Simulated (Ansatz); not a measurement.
## Electronic structure of C$_{3}$H$_{7}$ClSi (SMILES [SiH3]CC=CCl) in real space

The calculation's input:

```
crystal:
  periodic: [false, false, false]
  atoms:
    - { symbol: Si, position_ang: [-1.7549, 0.4631, 0.0355] }
    - { symbol: C, position_ang: [-0.2955, -0.3956, -0.6201] }
    - { symbol: C, position_ang: [0.9956, 0.1596, -0.164] }
    - { symbol: C, position_ang: [1.9709, -0.5234, 0.5902] }
    - { symbol: Cl, position_ang: [3.401, 0.1071, 1.083] }
    - { symbol: H, position_ang: [-1.7563, 1.9565, -0.3703] }
    - { symbol: H, position_ang: [-1.8483, 0.4156, 1.5088] }
    - { symbol: H, position_ang: [-2.9951, -0.0815, -0.5536] }
    - { symbol: H, position_ang: [-0.2995, -0.3381, -1.6727] }
    - { symbol: H, position_ang: [-0.3783, -1.45, -0.3231] }
    - { symbol: H, position_ang: [1.2732, 1.1709, -0.4404] }
    - { symbol: H, position_ang: [1.7642, -1.5393, 0.9607] }
basis:
  gaussian: { orbitals: "6-31G" }
hamiltonian:
  xc: pbe
relax:
  f_tol: 0.015
  max_steps: 40
output:
  orbitals: {}
```

Launched as:

```sh
ansatz run input.yaml --threads 1 --pin off --max-ram 2048MiB --backend cpu --events-out ev --progress --plain --runs-dir out
```

The fields are those of the relaxed geometry.

These are results of Ansatz, RKS PBE/6-31G, not measurements.

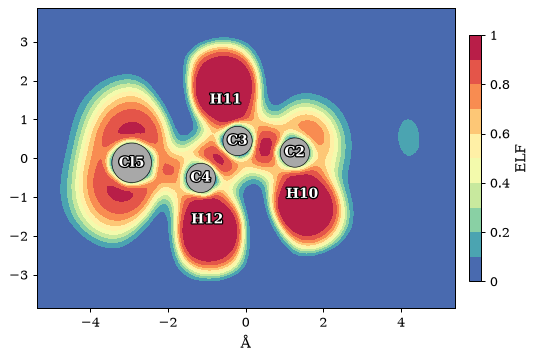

Figure 1. Electron localisation function on the plane of atoms C2, C3 and H11. Grey discs cover the atomic cores.

> Read the bonding off the picture.

The section cuts through C, Cl and H sites.
C–C (1.34 Å): the ELF peaks at about 0.90 between the atoms (a multiple bond).
C–Cl (1.82 Å): the ELF peaks at about 0.80 between the atoms; a covalent bond.
C–H (1.09 Å): the ELF climbs to about 1 towards the hydrogen, as it does in any bond to H; an ordinary covalent bond to hydrogen.
C–C (1.50 Å): the ELF peaks at about 0.95 between the atoms; a shared electron pair.
The ELF also peaks beside Cl5, away from the bonds: lone-pair regions.

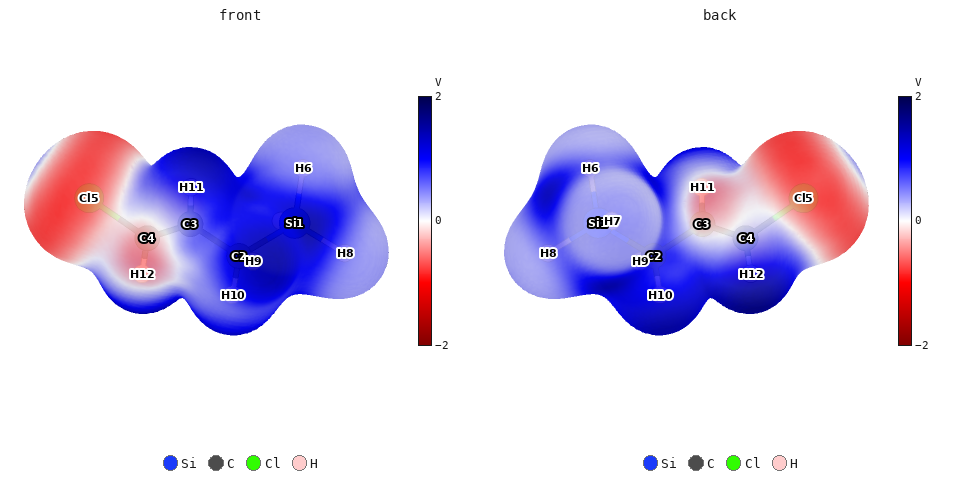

Figure 2. The electrostatic potential painted on the density surface at 0.004 e/bohr³, seen from the front and from behind; the colour scale runs from red (negative) to blue (positive).

> Which sites attract a positive test charge, and which a negative one?

A positive charge is drawn to the negative regions and a negative charge to the positive ones. The most negative region (about −0.8 V) lies over Cl5, the most positive (about +1.7 V) over H12. Cl5 shows a σ-hole: about +0.3 V at the tip opposite its bond, against about −0.7 V on its flanks.

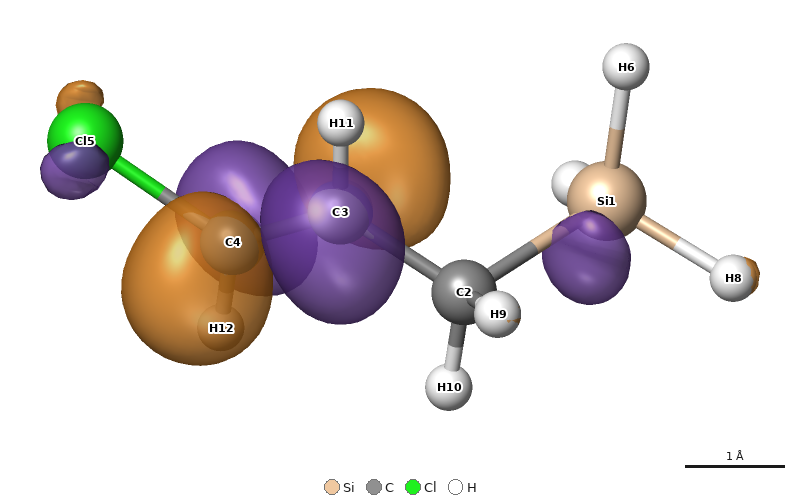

Figure 3. The LUMO at ±0.15 Å⁻³ᐟ² (orange and purple are the two phases), seen at a tilt.

> What is the character of this orbital?

By Hirshfeld shares it lies mainly on C4 (about 35 %), C3 (about 30 %), Si1 (about 10 %) and Cl5 (about 5 %); π-antibonding (π*) across C4–C3. Its energy is −0.93 eV.

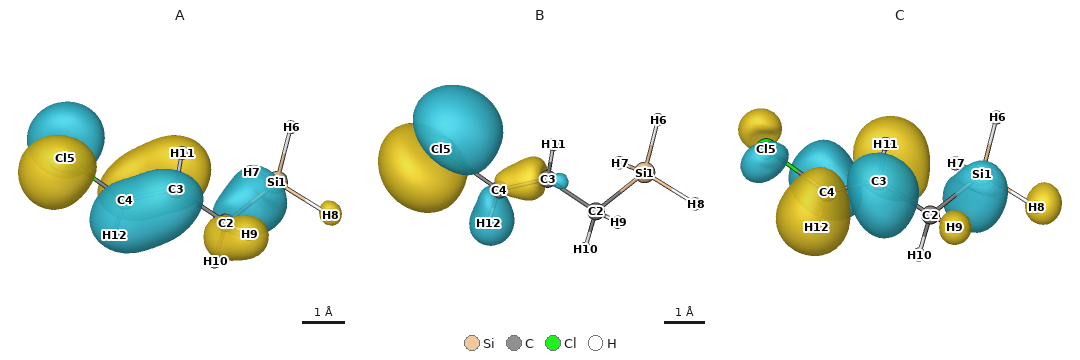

Figure 4. Three frontier orbitals at ±0.1 Å⁻³ᐟ² (yellow and cyan are the two phases), in no order.

> Order the three orbitals by energy and name them.

B is the HOMO−1 (−7.24 eV). It lies mainly on Cl5 (about 90 %); largely a lone pair of Cl5. A is the HOMO (−5.85 eV). Its weight (Hirshfeld) is mainly on Cl5 (about 30 %), C4 (about 25 %), C3 (about 25 %) and C2 (about 5 %). C is the LUMO (−0.93 eV). It lies mainly on C4 (about 35 %), C3 (about 30 %), Si1 (about 10 %) and Cl5 (about 5 %); π-antibonding (π*) across C4–C3.

> What is the HOMO–LUMO gap?

4.92 eV between the orbital energies.
